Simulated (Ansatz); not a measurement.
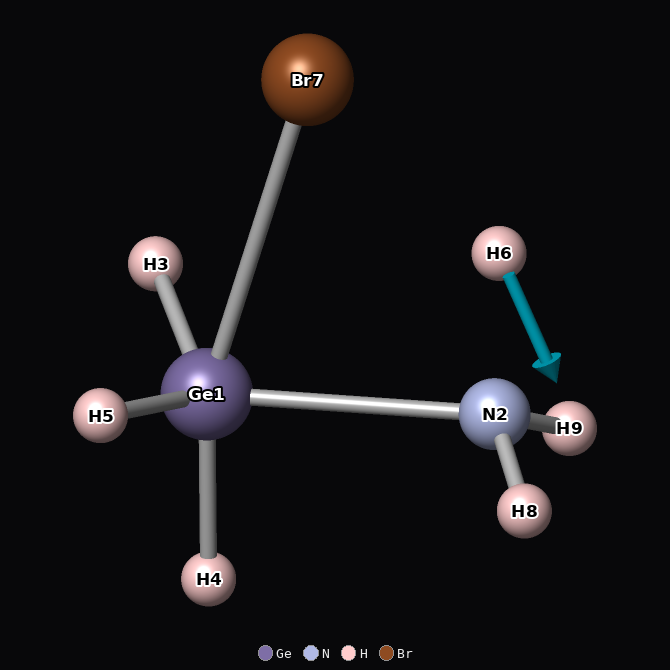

The arrows show one normal mode. Harmonic vibrations computed with RKS PBE0-D4/def2-SVP (Ansatz 0.2.0) at a stationary point of the same level. It is a saddle point of order 1.

Estimate its harmonic wavenumber.

Answer. 1096i cm⁻¹; it is mode 1 of 21 counted from the lowest.
